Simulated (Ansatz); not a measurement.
## C₂H₇GeOP: geometry relaxation (part 2 of 3)

C₂H₇GeOP; RKS LDA/def2-SVP (Ansatz 0.2.0). It belongs to a series of runs on one base structure; here: end point B relaxed.

Geometry of the input (Å):
```
C  -0.2501  1.6260  1.8105
C  -0.2501  0.4621  1.2341
Ge -0.6130  0.2425  -0.6612
O  0.9607  -0.3875  -1.4559
P  0.6902  -0.0518  -3.1508
H  -0.5345  2.5669  1.2077
H  -0.0773  1.7855  2.8642
H  0.0333  -0.3880  1.8303
H  -0.9374  1.6298  -1.2302
H  -1.7753  -0.7218  -0.8316
H  1.2887  1.2410  -3.1383
H  1.8870  -0.7849  -3.5286
```

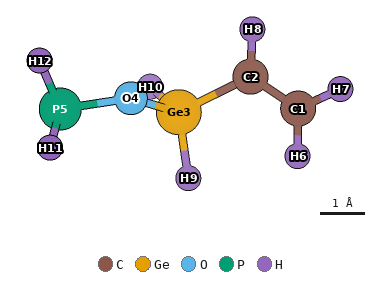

**Figure 1.** The geometry at step 13 of the log (ball-and-stick view, seen at a tilt; atoms are numbered from 1 in the order of the input).

### Trajectory as extended XYZ, continued
```
12
Properties=species:S:1:pos:R:3:forces:R:3 step=4 energy=-69872.44661
C    -0.2568    1.6411    1.8278    0.0372   0.0453   0.1418
C    -0.2117    0.4483    1.2262   -0.0455   0.0143  -0.0490
Ge   -0.7060    0.3039   -0.6114   -0.0858   0.0029  -0.0792
O     0.7753   -0.1472   -1.5096    0.0487   0.0140   0.0139
P     0.7676   -0.1067   -3.1754    0.0396  -0.0994  -0.0083
H    -0.5693    2.5551    1.2863    0.0386   0.0006  -0.0183
H     0.0180    1.7713    2.8926   -0.0456   0.0066  -0.0098
H     0.0780   -0.4539    1.7939    0.0829  -0.0350   0.0208
H    -1.1707    1.6977   -1.1052    0.0018   0.0264   0.0058
H    -1.7792   -0.7759   -0.8794   -0.0099  -0.0543  -0.0359
H     1.4812    1.1396   -3.4017    0.0339   0.0452  -0.0166
H     1.9958   -0.8534   -3.3938   -0.0958   0.0335   0.0349
12
Properties=species:S:1:pos:R:3:forces:R:3 step=5 energy=-69872.45103
C    -0.2709    1.6357    1.8625    0.0090   0.0046  -0.0548
C    -0.2018    0.4627    1.2228    0.0021  -0.0762  -0.0857
Ge   -0.7178    0.3293   -0.6219    0.0929   0.0766   0.1083
O     0.7896   -0.0530   -1.5103    0.0027  -0.0089  -0.0233
P     0.7621   -0.1161   -3.1748    0.0455   0.0132   0.0024
H    -0.5579    2.5607    1.3257   -0.1086   0.0092   0.0544
H    -0.0362    1.7408    2.9389    0.0782   0.0062  -0.0288
H     0.1439   -0.4438    1.7572   -0.0945   0.0018   0.0141
H    -1.2217    1.7189   -1.0916   -0.0217  -0.0030   0.0099
H    -1.7477   -0.7902   -0.9187    0.0317   0.0120   0.0148
H     1.5228    1.0877   -3.4812   -0.0209  -0.0017  -0.0104
H     1.9578   -0.9130   -3.3583   -0.0164  -0.0338  -0.0009
12
Properties=species:S:1:pos:R:3:forces:R:3 step=6 energy=-69872.45803
C    -0.2749    1.6328    1.8673    0.0230  -0.0318  -0.0155
C    -0.2043    0.4631    1.2213   -0.0032  -0.0479  -0.0514
Ge   -0.7186    0.3439   -0.6220    0.0167   0.0273   0.0508
O     0.7889   -0.0268   -1.5144    0.0362   0.0149  -0.0845
P     0.7705   -0.1201   -3.1799    0.0163   0.0242   0.0623
H    -0.5992    2.5543    1.3468   -0.0428   0.0232   0.0297
H    -0.0050    1.7364    2.9359    0.0119   0.0042  -0.0229
H     0.1447   -0.4467    1.7487   -0.0346   0.0327  -0.0071
H    -1.2399    1.7328   -1.0788   -0.0033  -0.0231   0.0115
H    -1.7354   -0.7871   -0.9229    0.0215   0.0227   0.0019
H     1.5390    1.0756   -3.5087   -0.0204  -0.0540   0.0184
H     1.9562   -0.9384   -3.3431   -0.0212   0.0076   0.0067
12
Properties=species:S:1:pos:R:3:forces:R:3 step=7 energy=-69872.46408
C    -0.2922    1.6204    1.8924   -0.0168   0.0375   0.0104
C    -0.2050    0.4691    1.2171    0.0283   0.0255   0.0097
Ge   -0.6969    0.3845   -0.6285   -0.0155  -0.0075  -0.0026
O     0.8254    0.0794   -1.5244   -0.0155   0.0008   0.0142
P     0.7637   -0.1521   -3.1726   -0.0111   0.0164  -0.0082
H    -0.6466    2.5526    1.4105    0.0035  -0.0087  -0.0154
H    -0.0133    1.7005    2.9597   -0.0051  -0.0104   0.0215
H     0.1555   -0.4418    1.7306    0.0153  -0.0318  -0.0139
H    -1.2626    1.7621   -1.0583   -0.0003   0.0056   0.0061
H    -1.6737   -0.7702   -0.9598    0.0027  -0.0046  -0.0200
H     1.5301    1.0043   -3.6089    0.0013  -0.0005  -0.0124
H     1.9377   -0.9892   -3.3075    0.0132  -0.0224   0.0105
12
Properties=species:S:1:pos:R:3:forces:R:3 step=8 energy=-69872.46323 accepted=F
C    -0.3106    1.6080    1.9202    0.0117   0.0095  -0.0236
C    -0.1947    0.4786    1.2116    0.0027   0.0338   0.0463
Ge   -0.6921    0.4259   -0.6333    0.0145   0.0081  -0.0744
O     0.8414    0.1947   -1.5391   -0.0550  -0.0617  -0.3029
P     0.7656   -0.1768   -3.1737    0.0814   0.1435   0.2200
H    -0.6901    2.5460    1.4693   -0.0008  -0.0251  -0.0246
H    -0.0229    1.6638    2.9860   -0.0110  -0.0077   0.0473
H     0.1912   -0.4372    1.6989    0.0182  -0.0067  -0.0221
H    -1.3111    1.7963   -1.0223    0.0241  -0.0430   0.0117
H    -1.6235   -0.7581   -1.0005    0.0141   0.0268   0.0006
H     1.5481    0.9339   -3.7162   -0.0679  -0.1426   0.0930
H     1.9208   -1.0553   -3.2506   -0.0322   0.0651   0.0287
12
Properties=species:S:1:pos:R:3:forces:R:3 step=9 energy=-69872.46500
C    -0.3084    1.6170    1.9088    0.0544  -0.1074  -0.0419
C    -0.1773    0.4789    1.2145   -0.0712  -0.0156   0.0111
Ge   -0.6980    0.4014   -0.6271    0.0476   0.0467  -0.0152
O     0.8206    0.1169   -1.5341    0.0169   0.0054  -0.0427
P     0.7596   -0.1591   -3.1758    0.0263  -0.0250   0.0317
H    -0.6828    2.5432    1.4310   -0.0360  -0.0040   0.0159
H    -0.0385    1.6883    2.9799    0.0101   0.0089  -0.0170
H     0.2132   -0.4374    1.7014   -0.0192   0.0712   0.0065
H    -1.2715    1.7840   -1.0345   -0.0144  -0.0121   0.0108
H    -1.6625   -0.7566   -0.9917    0.0069   0.0238   0.0458
H     1.5490    0.9696   -3.6430    0.0027  -0.0087   0.0026
H     1.9185   -1.0265   -3.2793   -0.0241   0.0169  -0.0075
12
Properties=species:S:1:pos:R:3:forces:R:3 step=10 energy=-69872.46796
C    -0.3163    1.6078    1.9168   -0.0142  -0.0136   0.0202
C    -0.1756    0.4805    1.2101   -0.0068   0.0011  -0.0227
Ge   -0.6900    0.4227   -0.6322    0.0201   0.0112   0.0037
O     0.8298    0.1576   -1.5445   -0.0128   0.0047   0.0010
P     0.7605   -0.1706   -3.1755    0.0019  -0.0045  -0.0065
H    -0.7224    2.5309    1.4590    0.0025   0.0010  -0.0018
H    -0.0370    1.6722    2.9856    0.0043   0.0025  -0.0011
H     0.2367   -0.4284    1.6888    0.0021   0.0067  -0.0032
H    -1.2832    1.8003   -1.0239    0.0010   0.0047   0.0043
H    -1.6486   -0.7382   -0.9944   -0.0003  -0.0082   0.0060
H     1.5586    0.9356   -3.6778    0.0016  -0.0028  -0.0022
H     1.9096   -1.0506   -3.2616    0.0007  -0.0028   0.0024
12
Properties=species:S:1:pos:R:3:forces:R:3 step=11 energy=-69872.46887
C    -0.3376    1.5959    1.9354    0.0290  -0.0195  -0.0234
C    -0.1643    0.4883    1.2034   -0.0026   0.0449   0.0208
Ge   -0.6814    0.4531   -0.6383    0.0191  -0.0054   0.0117
O     0.8377    0.2141   -1.5605   -0.0311  -0.0155  -0.0758
P     0.7587   -0.1885   -3.1776    0.0340   0.0409   0.0459
H    -0.7717    2.5180    1.4990    0.0112  -0.0362   0.0098
H    -0.0464    1.6485    3.0018   -0.0226  -0.0046   0.0021
H     0.2795   -0.4176    1.6610   -0.0059   0.0278  -0.0117
H    -1.2942    1.8293   -1.0052    0.0060  -0.0078  -0.0029
H    -1.6249   -0.7186   -1.0059   -0.0051  -0.0010  -0.0104
H     1.5706    0.8854   -3.7308   -0.0244  -0.0341   0.0217
H     1.8962   -1.0882   -3.2320   -0.0076   0.0105   0.0123
12
Properties=species:S:1:pos:R:3:forces:R:3 step=12 energy=-69872.46912
C    -0.3382    1.5942    1.9413   -0.0630  -0.0290   0.0057
C    -0.1536    0.4945    1.2004    0.0103   0.0413   0.0209
Ge   -0.6750    0.4636   -0.6398    0.0301   0.0036  -0.0013
O     0.8410    0.2295   -1.5685   -0.0381  -0.0214  -0.0785
P     0.7560   -0.1975   -3.1791    0.0404   0.0457   0.0537
H    -0.7884    2.5134    1.5145    0.0369  -0.0365   0.0051
H    -0.0670    1.6346    3.0138    0.0187   0.0076  -0.0184
H     0.2975   -0.4106    1.6521   -0.0073   0.0208  -0.0099
H    -1.2922    1.8386   -1.0031    0.0048  -0.0040   0.0005
H    -1.6179   -0.7082   -1.0095   -0.0027  -0.0022  -0.0030
H     1.5680    0.8673   -3.7490   -0.0249  -0.0341   0.0184
H     1.8920   -1.0994   -3.2228   -0.0052   0.0083   0.0067
12
Properties=species:S:1:pos:R:3:forces:R:3 step=13 energy=-69872.46964
C    -0.3444    1.5907    1.9450   -0.0172   0.0255   0.0125
C    -0.1518    0.4965    1.1995    0.0051   0.0083   0.0041
Ge   -0.6732    0.4668   -0.6406    0.0210   0.0052  -0.0068
O     0.8408    0.2317   -1.5716   -0.0373  -0.0145  -0.0453
P     0.7556   -0.2017   -3.1793    0.0305   0.0291   0.0408
H    -0.7918    2.5115    1.5195    0.0118  -0.0337   0.0083
H    -0.0680    1.6310    3.0161    0.0029  -0.0002  -0.0156
H     0.3048   -0.4066    1.6484   -0.0047   0.0020  -0.0062
H    -1.2900    1.8413   -1.0049    0.0035   0.0034   0.0033
H    -1.6185   -0.7028   -1.0111   -0.0009  -0.0065  -0.0012
H     1.5647    0.8618   -3.7527   -0.0147  -0.0188   0.0063
H     1.8938   -1.1003   -3.2182    0.0000   0.0003  -0.0002
12
Properties=species:S:1:pos:R:3:forces:R:3 step=14 energy=-69872.46995
C    -0.3511    1.5870    1.9505    0.0089   0.0239   0.0061
C    -0.1470    0.5006    1.1969   -0.0031  -0.0071   0.0055
Ge   -0.6713    0.4746   -0.6426    0.0131   0.0042  -0.0027
O     0.8398    0.2383   -1.5769   -0.0256  -0.0049  -0.0205
P     0.7558   -0.2099   -3.1794    0.0153   0.0046   0.0264
H    -0.8073    2.5056    1.5312    0.0015  -0.0179   0.0046
H    -0.0700    1.6245    3.0205   -0.0069  -0.0048  -0.0119
H     0.3188   -0.4011    1.6388    0.0006   0.0021  -0.0039
H    -1.2856    1.8513   -1.0025   -0.0015   0.0017   0.0007
H    -1.6173   -0.6946   -1.0142   -0.0013   0.0008   0.0008
H     1.5612    0.8496   -3.7626   -0.0017  -0.0037  -0.0015
H     1.8963   -1.1060   -3.2094    0.0008   0.0010  -0.0037
12
Properties=species:S:1:pos:R:3:forces:R:3 step=15 energy=-69872.47021
C    -0.3591    1.5810    1.9589    0.0169   0.0039  -0.0093
C    -0.1394    0.5063    1.1925   -0.0010  -0.0033   0.0148
Ge   -0.6685    0.4887   -0.6457    0.0003   0.0005   0.0015
O     0.8384    0.2532   -1.5856   -0.0109   0.0014  -0.0058
P     0.7568   -0.2247   -3.1787    0.0019  -0.0127   0.0127
H    -0.8305    2.4964    1.5504   -0.0039  -0.0061   0.0015
H    -0.0758    1.6115    3.0283   -0.0065  -0.0058  -0.0063
H     0.3424   -0.3927    1.6230   -0.0027   0.0060  -0.0027
H    -1.2837    1.8668   -0.9986   -0.0011   0.0017   0.0001
H    -1.6162   -0.6790   -1.0192    0.0002   0.0039   0.0012
H     1.5558    0.8275   -3.7814    0.0062   0.0081  -0.0058
H     1.9021   -1.1153   -3.1936    0.0005   0.0024  -0.0018
12
Properties=species:S:1:pos:R:3:forces:R:3 step=16 energy=-69872.47040
C    -0.3649    1.5747    1.9660    0.0122  -0.0178  -0.0239
C    -0.1322    0.5112    1.1875   -0.0027   0.0079   0.0224
Ge   -0.6676    0.5035   -0.6491   -0.0053  -0.0012   0.0064
O     0.8356    0.2699   -1.5943   -0.0004   0.0006  -0.0083
P     0.7588   -0.2430   -3.1764    0.0016  -0.0128   0.0089
H    -0.8523    2.4866    1.5688   -0.0003  -0.0008   0.0003
H    -0.0797    1.5973    3.0348   -0.0026  -0.0032   0.0011
H     0.3642   -0.3856    1.6063   -0.0049   0.0106  -0.0022
H    -1.2826    1.8838   -0.9937   -0.0007  -0.0001   0.0004
H    -1.6176   -0.6618   -1.0245    0.0011   0.0043  -0.0009
H     1.5466    0.8046   -3.8017    0.0044   0.0067  -0.0047
H     1.9139   -1.1215   -3.1736   -0.0025   0.0057   0.0006
12
Properties=species:S:1:pos:R:3:forces:R:3 step=17 energy=-69872.47053
C    -0.3669    1.5702    1.9699    0.0063  -0.0299  -0.0224
C    -0.1288    0.5133    1.1841   -0.0056   0.0188   0.0160
Ge   -0.6684    0.5139   -0.6514   -0.0059   0.0002   0.0073
O     0.8323    0.2831   -1.6005    0.0035  -0.0010  -0.0127
P     0.7614   -0.2596   -3.1727    0.0104  -0.0048   0.0073
H    -0.8624    2.4807    1.5801    0.0007   0.0041  -0.0011
H    -0.0808    1.5867    3.0385    0.0015   0.0007   0.0029
H     0.3756   -0.3824    1.5951   -0.0035   0.0038   0.0024
H    -1.2835    1.8960   -0.9886    0.0008  -0.0009   0.0006
H    -1.6201   -0.6488   -1.0308    0.0014   0.0020  -0.0012
H     1.5342    0.7880   -3.8181   -0.0027  -0.0023  -0.0001
H     1.9295   -1.1213   -3.1553   -0.0069   0.0092   0.0009
12
Properties=species:S:1:pos:R:3:forces:R:3 step=18 energy=-69872.47070
C    -0.3667    1.5638    1.9737   -0.0046  -0.0274  -0.0138
C    -0.1275    0.5135    1.1796   -0.0059   0.0205   0.0047
Ge   -0.6712    0.5281   -0.6547   -0.0026  -0.0002   0.0072
O     0.8269    0.3045   -1.6092    0.0016  -0.0099  -0.0341
P     0.7670   -0.2878   -3.1645    0.0463   0.0214   0.0174
H    -0.8680    2.4752    1.5925    0.0087  -0.0009   0.0007
H    -0.0786    1.5723    3.0418    0.0030   0.0054   0.0038
H     0.3815   -0.3835    1.5820   -0.0046   0.0043   0.0026
H    -1.2863    1.9134   -0.9795    0.0036  -0.0037   0.0013
H    -1.6239   -0.6309   -1.0421    0.0007  -0.0011  -0.0030
H     1.5069    0.7643   -3.8448   -0.0208  -0.0308   0.0145
H     1.9622   -1.1130   -3.1246   -0.0253   0.0225  -0.0014
12
Properties=species:S:1:pos:R:3:forces:R:3 step=19 energy=-69872.47086
C    -0.3636    1.5638    1.9721   -0.0020  -0.0147  -0.0098
C    -0.1309    0.5107    1.1799   -0.0047   0.0149   0.0005
Ge   -0.6727    0.5274   -0.6551    0.0004   0.0060   0.0105
O     0.8260    0.3081   -1.6098   -0.0075   0.0044   0.0112
P     0.7684   -0.2936   -3.1596    0.0659   0.0105  -0.0287
H    -0.8553    2.4794    1.5885    0.0040  -0.0083   0.0030
H    -0.0775    1.5715    3.0409    0.0043   0.0053   0.0012
H     0.3714   -0.3892    1.5843   -0.0082   0.0026   0.0027
H    -1.2882    1.9130   -0.9776    0.0043  -0.0032   0.0012
H    -1.6242   -0.6313   -1.0464    0.0024  -0.0024  -0.0022
H     1.4943    0.7633   -3.8489   -0.0267  -0.0373   0.0153
H     1.9744   -1.1033   -3.1180   -0.0323   0.0222  -0.0048
12
Properties=species:S:1:pos:R:3:forces:R:3 step=20 energy=-69872.47112
C    -0.3583    1.5630    1.9712    0.0054   0.0035  -0.0041
C    -0.1392    0.5056    1.1811   -0.0091  -0.0006   0.0021
Ge   -0.6748    0.5296   -0.6556   -0.0026   0.0011   0.0038
O     0.8248    0.3188   -1.6116   -0.0071   0.0082   0.0196
P     0.7740   -0.3093   -3.1507    0.0742   0.0058  -0.0397
H    -0.8388    2.4842    1.5860    0.0125  -0.0106   0.0010
H    -0.0688    1.5710    3.0392   -0.0097  -0.0026   0.0000
H     0.3468   -0.4017    1.5892    0.0035   0.0114  -0.0039
H    -1.2895    1.9166   -0.9725    0.0022  -0.0024   0.0014
H    -1.6217   -0.6296   -1.0568    0.0002   0.0002  -0.0010
H     1.4644    0.7557   -3.8650   -0.0275  -0.0438   0.0251
H     2.0032   -1.0841   -3.1042   -0.0420   0.0298  -0.0044
12
Properties=species:S:1:pos:R:3:forces:R:3 step=21 energy=-69872.47125
C    -0.3510    1.5625    1.9703   -0.0153   0.0051   0.0051
C    -0.1467    0.5011    1.1817    0.0107  -0.0061   0.0031
Ge   -0.6782    0.5326   -0.6562    0.0167   0.0029  -0.0059
O     0.8223    0.3321   -1.6134   -0.0062  -0.0115  -0.0278
P     0.7805   -0.3289   -3.1406    0.0880   0.0236  -0.0035
H    -0.8117    2.4926    1.5819    0.0027  -0.0193   0.0042
H    -0.0728    1.5640    3.0415    0.0101   0.0037  -0.0109
H     0.3262   -0.4125    1.5916   -0.0156   0.0110  -0.0034
H    -1.2921    1.9212   -0.9662   -0.0029  -0.0011   0.0008
H    -1.6196   -0.6275   -1.0677   -0.0023   0.0051   0.0049
H     1.4290    0.7437   -3.8841   -0.0292  -0.0519   0.0360
H     2.0363   -1.0612   -3.0885   -0.0567   0.0386  -0.0028
12
Properties=species:S:1:pos:R:3:forces:R:3 step=22 energy=-69872.47146
C    -0.3536    1.5605    1.9713    0.0170   0.0112  -0.0004
C    -0.1470    0.5010    1.1808   -0.0003  -0.0029   0.0023
Ge   -0.6775    0.5350   -0.6572    0.0029  -0.0011   0.0008
O     0.8229    0.3331   -1.6141   -0.0136  -0.0121  -0.0236
P     0.7818   -0.3330   -3.1393    0.0759   0.0237   0.0039
H    -0.8154    2.4902    1.5841   -0.0034  -0.0112   0.0034
H    -0.0681    1.5635    3.0405   -0.0076  -0.0025  -0.0042
H     0.3268   -0.4124    1.5893   -0.0045   0.0053  -0.0023
H    -1.2919    1.9235   -0.9663    0.0024   0.0012  -0.0002
H    -1.6221   -0.6229   -1.0673    0.0016   0.0006  -0.0014
H     1.4255    0.7392   -3.8854   -0.0253  -0.0371   0.0228
H     2.0407   -1.0579   -3.0862   -0.0449   0.0248  -0.0011
```
